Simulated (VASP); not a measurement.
Band structure of PbO2 (relaxed from the fluorite structure, space group Fm-3m). Computed with r2SCAN meta-GGA, VASP's PBE PAW potentials (set 64) (plane waves; VASP).

Unless said otherwise, spin-orbit coupling is left out, though it shifts the bands of the heavy elements here.

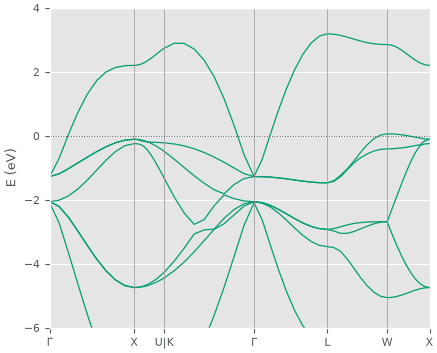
Bands along high-symmetry lines, zero at the valence-band maximum or, without a gap, the Fermi level

Question: Read the plot: is there a gap, and where are the band edges?

Answer: It has no gap at this level: it comes out as a metal or semimetal.

The structure was generated: PbO2 was put into the fluorite type (Fm-3m), which need not be its known phase. It was relaxed first.
